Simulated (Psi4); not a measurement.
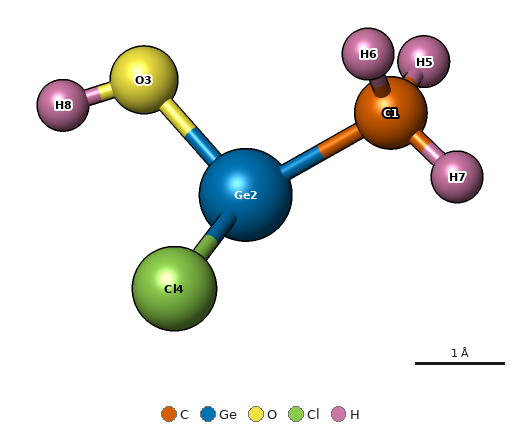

Fig. 1: The structure (ball-and-stick view, seen at a tilt; atoms are numbered from 1 in the order of the input). Sticks mark near contacts.

**Energy and gradient calculation of CH₄ClGeO (charge +1)**

- system: CH₄ClGeO, charge +1
- method: HF/6-31G*, RHF (Psi4 1.11)

The geometry is that of the parent species in another charge or spin state. The geometry comes from this level: PBE0-D4/def2-TZVP.

### The program's output
```
gradient() will perform analytic gradient computation.

   => Loading Basis Set <=

    Name: 6-31G*
    Role: ORBITAL
    Keyword: BASIS

         ---------------------------------------------------------
                                   SCF
                              RHF Reference
                        1 Threads,   2098 MiB Core
         ---------------------------------------------------------

  ==> Geometry <==

    Molecular point group: c1
    Full point group: C1

    Geometry (in Angstrom), charge = 1, multiplicity = 1:

       Center              X                  Y                   Z               Mass
    ------------   -----------------  -----------------  -----------------  -----------------
         C            0.470060013068    -0.000646926877    -1.979531070794    12.000000000000
         GE           0.470060013068    -0.000646926877    -0.021040070794    73.921177761000
         O            0.470060013068    -1.721539379626     0.432373238403    15.994914619570
         CL          -1.415027637259     0.843899789645     0.689014252338    34.968852682000
         H            1.382379499971    -0.476969307454    -2.337604553559     1.007825032230
         H           -0.401798122587    -0.572880523677    -2.301896859659     1.007825032230
         H            0.408215089389     1.021109049026    -2.350128185908     1.007825032230
         H            0.174186413824    -1.875108845088     1.333755739315     1.007825032230

  Running in c1 symmetry.

  Rotational constants: A =      0.17804  B =      0.09309  C =      0.07068 [cm^-1]
  Rotational constants: A =   5337.41614  B =   2790.89838  C =   2118.88161 [MHz]
  Nuclear repulsion =  363.285780138025075

  Charge       = 1
  Multiplicity = 1
  Electrons    = 66
  Nalpha       = 33
  Nbeta        = 33

  ==> Algorithm <==

  SCF Algorithm Type is PK.
  DIIS enabled.
  MOM disabled.
  Fractional occupation disabled.
  Guess Type is SAD.
  Energy threshold   = 1.00e-09
  Density threshold  = 1.00e-08
  Integral threshold = 1.00e-12

  ==> Primary Basis <==

  Basis Set: 6-31G*
    Blend: 6-31G*
    Number of shells: 40
    Number of basis functions: 86
    Number of Cartesian functions: 92
    Spherical Harmonics?: true
    Max angular momentum: 2

  ==> Integral Setup <==

  Using in-core PK algorithm.
   Calculation information:
      Number of atoms:                   8
      Number of AO shells:              40
      Number of primitives:            116
      Number of atomic orbitals:        92
      Number of basis functions:        86

      Integral cutoff                 1.00e-12
      Number of threads:                 1

  Performing in-core PK
  Using 13998822 doubles for integral storage.
  We computed 294961 shell quartets total.
  Whereas there are 336610 unique shell quartets.

  ==> DiskJK: Disk-Based J/K Matrices <==

    J tasked:                  Yes
    K tasked:                  Yes
    wK tasked:                  No
    Memory [MiB]:             1573
    Schwarz Cutoff:          1E-12

  Minimum eigenvalue in the overlap matrix is 1.9109407384E-02.
  Reciprocal condition number of the overlap matrix is 4.0216131983E-03.
    Using symmetric orthogonalization.

  ==> Pre-Iterations <==

  SCF Guess: Superposition of Atomic Densities via on-the-fly atomic UHF (no occupation information).

   -------------------------
    Irrep   Nso     Nmo
   -------------------------
     A         86      86
   -------------------------
    Total      86      86
   -------------------------

  ==> Iterations <==

                        Total Energy        Delta E     RMS |[F,P]|

   @RHF iter SAD: -2644.95009629226388   -2.64495e+03   0.00000e+00
   @RHF iter   1: -2648.42696648692890   -3.47687e+00   2.63469e-02 DIIS/ADIIS
   @RHF iter   2: -2648.94291406783168   -5.15948e-01   1.91763e-02 DIIS/ADIIS
   @RHF iter   3: -2649.34526364429439   -4.02350e-01   1.36536e-03 DIIS/ADIIS
   @RHF iter   4: -2649.34885396680829   -3.59032e-03   3.09303e-04 DIIS/ADIIS
   @RHF iter   5: -2649.34926054529433   -4.06578e-04   8.98104e-05 DIIS
   @RHF iter   6: -2649.34935597556978   -9.54303e-05   3.21890e-05 DIIS
   @RHF iter   7: -2649.34937734729419   -2.13717e-05   1.31201e-05 DIIS
   @RHF iter   8: -2649.34938118126774   -3.83397e-06   4.85396e-06 DIIS
   @RHF iter   9: -2649.34938168033932   -4.99072e-07   1.48744e-06 DIIS
   @RHF iter  10: -2649.34938171812973   -3.77904e-08   4.15440e-07 DIIS
   @RHF iter  11: -2649.34938172100192   -2.87218e-09   1.44767e-07 DIIS
   @RHF iter  12: -2649.34938172132115   -3.19233e-10   5.73300e-08 DIIS
   @RHF iter  13: -2649.34938172137799   -5.68434e-11   2.35702e-08 DIIS
   @RHF iter  14: -2649.34938172139027   -1.22782e-11   7.54242e-09 DIIS
  Energy and wave function converged.

  ==> Post-Iterations <==

    Orbital Energies [Eh]
    ---------------------

    Doubly Occupied:

       1A   -405.578737     2A   -105.031537     3A    -52.510696
       4A    -46.602441     5A    -46.600312     6A    -46.599424
       7A    -20.811588     8A    -11.469975     9A    -10.769004
      10A     -8.237007    11A     -8.234083    12A     -8.233783
      13A     -7.538126    14A     -5.515303    15A     -5.510093
      16A     -5.507911    17A     -1.968814    18A     -1.967125
      19A     -1.964234    20A     -1.959958    21A     -1.957766
      22A     -1.552731    23A     -1.293283    24A     -1.179425
      25A     -0.946886    26A     -0.846570    27A     -0.798229
      28A     -0.791431    29A     -0.745214    30A     -0.735819
      31A     -0.689642    32A     -0.667350    33A     -0.658606

    Virtual:

      34A     -0.272013    35A     -0.063718    36A     -0.061984
      37A     -0.005528    38A      0.014138    39A      0.067830
      40A      0.096861    41A      0.105772    42A      0.149063
      43A      0.165794    44A      0.208442    45A      0.214849
      46A      0.356040    47A      0.387542    48A      0.393423
      49A      0.442237    50A      0.486732    51A      0.503304
      52A      0.525732    53A      0.603031    54A      0.658142
      55A      0.666592    56A      0.729322    57A      0.810809
      58A      0.934787    59A      0.947661    60A      0.949008
      61A      0.959765    62A      0.976507    63A      1.005047
      64A      1.035185    65A      1.055910    66A      1.079137
      67A      1.134301    68A      1.212272    69A      1.266341
      70A      1.298690    71A      1.586778    72A      1.754509
      73A      1.781783    74A      1.842613    75A      1.961303
      76A      2.000929    77A      2.177103    78A      2.312907
      79A      2.357683    80A      2.428637    81A      2.567660
      82A      3.548413    83A      3.575541    84A      3.594520
      85A      3.671019    86A      3.699186

    Final Occupation by Irrep:
              A
    DOCC [    33 ]
    NA   [    33 ]
    NB   [    33 ]

  @RHF Final Energy: -2649.34938172139027

   => Energetics <=

    Nuclear Repulsion Energy =            363.2857801380250748
    One-Electron Energy =               -4394.3241183553291194
    Two-Electron Energy =                1381.6889564959137715
    Total Energy =                      -2649.3493817213902730

Computation Completed

Properties will be evaluated at   0.000000,   0.000000,   0.000000 [a0]

Properties computed using the SCF density matrix

 Multipole Moments:

 ------------------------------------------------------------------------------------
     Multipole            Electronic (a.u.)      Nuclear  (a.u.)        Total (a.u.)
 ------------------------------------------------------------------------------------

 L = 1.  Multiply by 2.5417464519 to convert [e a0] to [Debye]
 Dipole X            :          2.8374439           -1.6435446            1.1938993
 Dipole Y            :          2.8160572           -2.5595423            0.2565149
 Dipole Z            :          5.3288220           -5.7336452           -0.4048231
 Magnitude           :                                                    1.2864981

 ------------------------------------------------------------------------------------

	total time  =          2 seconds =       0.03 minutes

         ------------------------------------------------------------
                                   SCF GRAD
         ------------------------------------------------------------

  ==> Geometry <==

    Molecular point group: c1
    Full point group: C1

    Geometry (in Angstrom), charge = 1, multiplicity = 1:

       Center              X                  Y                   Z               Mass
    ------------   -----------------  -----------------  -----------------  -----------------
         C            0.470060013068    -0.000646926877    -1.979531070794    12.000000000000
         GE           0.470060013068    -0.000646926877    -0.021040070794    73.921177761000
         O            0.470060013068    -1.721539379626     0.432373238403    15.994914619570
         CL          -1.415027637259     0.843899789645     0.689014252338    34.968852682000
         H            1.382379499971    -0.476969307454    -2.337604553559     1.007825032230
         H           -0.401798122587    -0.572880523677    -2.301896859659     1.007825032230
         H            0.408215089389     1.021109049026    -2.350128185908     1.007825032230
         H            0.174186413824    -1.875108845088     1.333755739315     1.007825032230

  Nuclear repulsion =  363.285780138025075

  ==> Basis Set <==

  Basis Set: 6-31G*
    Blend: 6-31G*
    Number of shells: 40
    Number of basis functions: 86
    Number of Cartesian functions: 92
    Spherical Harmonics?: true
    Max angular momentum: 2

  ==> DirectJKGrad: Integral-Direct SCF Gradients <==

    Gradient:                    1
    J tasked:                  Yes
    K tasked:                  Yes
    wK tasked:                  No
    Integrals threads:           1
    Schwarz Cutoff:          1E-12

  -Total Gradient:
     Atom            X                  Y                   Z
    ------   -----------------  -----------------  -----------------
       1       -0.030117247000    -0.020087412083     0.020860576931
       2        0.077555817554     0.054462930363     0.009641327635
       3       -0.013649040687    -0.047780131608    -0.014837389607
       4       -0.037503023569     0.002351765813    -0.001945105318
       5        0.005333040179    -0.002716490905    -0.001688129983
       6       -0.000214862439    -0.000048119952    -0.015764975620
       7       -0.000551699552     0.005944495914    -0.001431882561
       8       -0.000852984467     0.007872962459     0.005165578523

	total time  =          5 seconds =       0.08 minutes

Properties will be evaluated at   0.000000,   0.000000,   0.000000 [a0]

Properties computed using the SCF density matrix

 Multipole Moments:

 ------------------------------------------------------------------------------------
     Multipole            Electronic (a.u.)      Nuclear  (a.u.)        Total (a.u.)
 ------------------------------------------------------------------------------------

 L = 1.  Multiply by 2.5417464519 to convert [e a0] to [Debye]
 Dipole X            :          2.8374439           -1.6435446            1.1938993
 Dipole Y            :          2.8160572           -2.5595423            0.2565149
 Dipole Z            :          5.3288220           -5.7336452           -0.4048231
 Magnitude           :                                                    1.2864981

 ------------------------------------------------------------------------------------
  Mulliken Charges: (a.u.)
   Center  Symbol    Alpha    Beta     Spin     Total
       1     C     3.31590  3.31590  0.00000 -0.63180
       2    GE    15.46298 15.46298  0.00000  1.07404
       3     O     4.37788  4.37788  0.00000 -0.75576
       4    CL     8.54181  8.54181  0.00000 -0.08362
       5     H     0.35726  0.35726  0.00000  0.28547
       6     H     0.34702  0.34702  0.00000  0.30597
       7     H     0.35985  0.35985  0.00000  0.28031
       8     H     0.23731  0.23731  0.00000  0.52539

   Total alpha = 33.00000, Total beta = 33.00000, Total charge =  1.00000

  Wiberg Bond Indices using Orthogonal Lowdin Orbitals:

  Irrep: 1 Size: 8 x 8

                 1                   2                   3                   4                   5

    1     0.00000000000000     1.13353620377750     0.03439773763589     0.04911872667010     0.91567963796071
    2     1.13353620377750     0.00000000000000     1.38087157732996     1.43021358004245     0.03933468022858
    3     0.03439773763589     1.38087157732996     0.00000000000000     0.05513401820870     0.00058405441021
    4     0.04911872667010     1.43021358004245     0.05513401820870     0.00000000000000     0.00546353448700
    5     0.91567963796071     0.03933468022858     0.00058405441021     0.00546353448700     0.00000000000000
    6     0.88802164159123     0.05613908135483     0.00390123284286     0.00337715869990     0.00714303266638
    7     0.91948282866358     0.03892881631142     0.00341929971246     0.00070990200462     0.00734342144477
    8     0.00362194345227     0.03171638037174     0.83437344861306     0.00185629614973     0.00002383057434

                 6                   7                   8

    1     0.88802164159123     0.91948282866358     0.00362194345227
    2     0.05613908135483     0.03892881631142     0.03171638037174
    3     0.00390123284286     0.00341929971246     0.83437344861306
    4     0.00337715869990     0.00070990200462     0.00185629614973
    5     0.00714303266638     0.00734342144477     0.00002383057434
    6     0.00000000000000     0.00699473016941     0.00001499452078
    7     0.00699473016941     0.00000000000000     0.00019658391265
    8     0.00001499452078     0.00019658391265     0.00000000000000

  Atomic Valences:

 #  #
 Irrep: 1
      1:    3.943858719751292
      2:    4.110740319416490
      3:    2.312681368753140
      4:    1.545873216262484
      5:    0.975572191771996
      6:    0.965591871845402
      7:    0.977075582218915
      8:    0.871803477594579
```

### Standard output
```
gradient / Eh bohr^-1
[[-3.0117e-02 -2.0087e-02  2.0861e-02]
 [ 7.7556e-02  5.4463e-02  9.6410e-03]
 [-1.3649e-02 -4.7780e-02 -1.4837e-02]
 [-3.7503e-02  2.3520e-03 -1.9450e-03]
 [ 5.3330e-03 -2.7160e-03 -1.6880e-03]
 [-2.1500e-04 -4.8000e-05 -1.5765e-02]
 [-5.5200e-04  5.9440e-03 -1.4320e-03]
 [-8.5300e-04  7.8730e-03  5.1660e-03]]
energy = -2649.3493817214 Eh
```

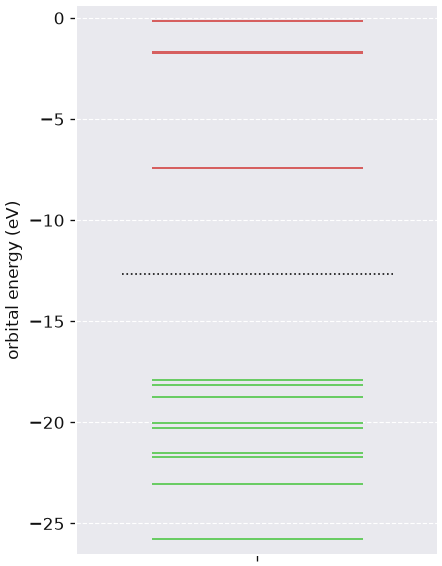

Fig. 2: Orbital energies near the frontier; the dotted line parts filled from empty levels, and levels within 0.02 eV of each other stand side by side. Highest filled −17.92 eV, lowest empty −7.40 eV, 10.52 eV apart.

The run was set up as follows.

### Input (job.py)
```python
import psi4

psi4.set_memory(2200000000)
psi4.set_num_threads(1)
psi4.core.set_output_file('output.dat', False)

mol = psi4.geometry("""
1 1
C
Ge 1 1.958491
O 2 1.779622 1 104.76059
Cl 2 2.18426 3 106.92189 1 115.56571
H 1 1.089691 2 109.18388 3 -62.43092
H 1 1.091562 5 110.03044 2 -117.36541
H 1 1.088647 5 110.24031 6 -121.80775
H 3 0.961049 2 113.17139 1 -160.4348
symmetry c1
""")

psi4.set_options({
    'basis': '6-31G*',
    'puream': True,
    'e_convergence': 1e-09,
    'd_convergence': 1e-08,
    'scf_type': 'pk',
})

E, wfn = psi4.gradient('scf', return_wfn=True)
psi4.oeprop(wfn, 'MULLIKEN_CHARGES', 'DIPOLE', 'WIBERG_LOWDIN_INDICES', title='SCF')
print('gradient / Eh bohr^-1')
print(E.np.round(6))
print(f'energy = {wfn.energy():.10f} Eh')
```

Launch command:
```bash
python job.py
```

### Key numbers

- outcome: converged
- total energy: −2649.349382 hartree
- basis functions: 86
- largest force: 4.898 eV/Å
- HOMO: −17.92 eV
- LUMO: −7.40 eV
- hardware: 1 thread of Intel Xeon (Granite Rapids), 32 GiB of memory available, shared host
- wall time: 7.2 s
- peak memory: 0.3 GiB
